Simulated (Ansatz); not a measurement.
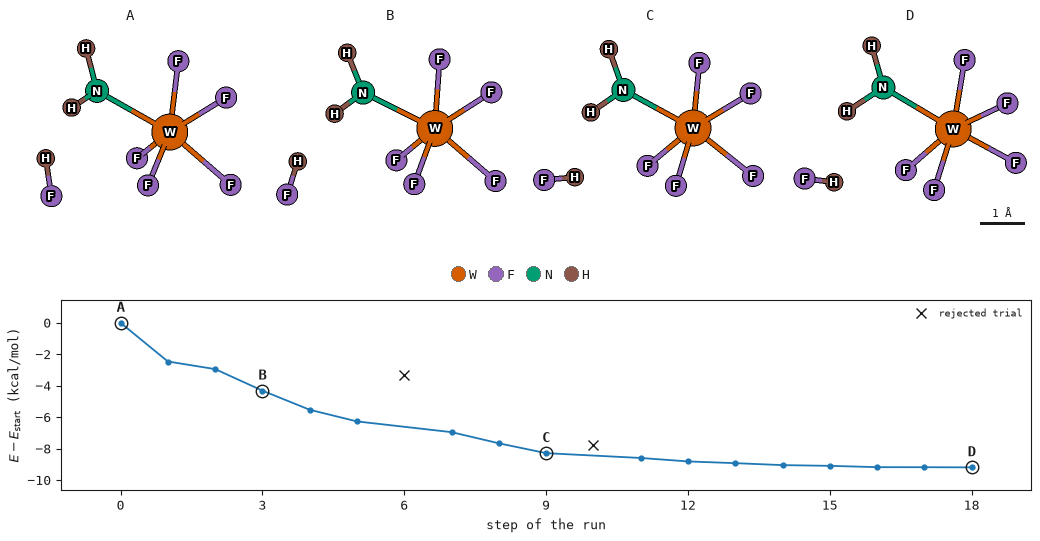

Frames of a relaxation of WNH3F6, marked on the history of the run. Style: ball-and-stick. Shown at a tilt.

The run prepares an end point of a later path (reaction) calculation, from a guessed geometry.

Computed with RKS PBE/def2-SVP (Ansatz 0.2.0).

The input:
```yaml
crystal:
  periodic: [false, false, false]
  atoms:
    - { symbol: W, position_ang: [0.189795, 0.201836, -0.267086] }
    - { symbol: F, position_ang: [0.806111, -0.02896, 2.725587] }
    - { symbol: F, position_ang: [1.580564, -0.86852, 0.349577] }
    - { symbol: F, position_ang: [-0.743744, 1.705451, -0.881645] }
    - { symbol: F, position_ang: [-1.164653, 0.165537, 1.031454] }
    - { symbol: F, position_ang: [-0.63601, -1.384381, -0.863736] }
    - { symbol: F, position_ang: [0.921304, 0.259567, -1.990677] }
    - { symbol: "N", position_ang: [1.360369, 1.620283, 0.606464] }
    - { symbol: H, position_ang: [2.244487, 1.411517, 1.083307] }
    - { symbol: H, position_ang: [1.204588, 2.627666, 0.480659] }
    - { symbol: H, position_ang: [0.529389, 0.844804, 2.559095] }
basis:
  gaussian: { orbitals: def2-SVP }
hamiltonian:
  xc: pbe
relax:
  f_tol: 0.03
  max_steps: 50
```

Run as
```bash
ansatz run input.yaml --threads 4 --pin off --max-ram 5120MiB --backend cpu --events-out ev --progress --plain --runs-dir out
```

### What happens along the run?

The energy falls by 9.18 kcal/mol in 16 accepted moves (18 points after the start). Largest force component: 0.98 eV/Å at the start, 0.021 eV/Å at the end. The line search rejected the trial steps at points 6, 10 of the run. The largest move after the best rigid fit is that of F2, 0.75 Å. Largest moves by element: F 0.75 Å, H 0.59 Å, N 0.16 Å, W 0.16 Å. Among the contacts that change: W1–F2 3.064 → 3.563 Å, W1–H11 2.918 → 3.047 Å, W1–N8 2.036 → 1.943 Å, W1–F5 1.877 → 1.927 Å. Bond angles that change, for instance: F4–W1–F6 110.7° → 88.0°, F3–W1–F5 107.4° → 85.7°, F4–W1–F5 83.3° → 97.5°. From step 0 to 3: F2 moves most (0.55 Å), energy −4.31 kcal/mol. From step 3 to 9: H11 moves most (0.55 Å), energy −3.97 kcal/mol. From step 9 to 18: F6 moves most (0.39 Å), energy −0.90 kcal/mol.

```csv
step,"E − E(0), kcal/mol","largest force component, eV/Å",note
0,0.00,0.9847,
1,-2.46,0.7751,
2,-2.94,1.3720,
3,-4.31,0.5494,
4,-5.52,0.2877,
5,-6.26,0.3276,
6,-3.30,3.1434,rejected
7,-6.95,0.3586,
8,-7.66,0.4022,
9,-8.28,0.1786,
10,-7.76,0.3562,rejected
11,-8.59,0.1171,
12,-8.81,0.1119,
13,-8.92,0.2265,
14,-9.04,0.1681,
15,-9.09,0.2247,
16,-9.17,0.0558,
17,-9.18,0.0503,
18,-9.18,0.0214,
```

Limits of the set-up: the start holds two separate molecules, 2.3 Å apart at their closest, whose relative position is a soft coordinate and is computed without a dispersion correction.
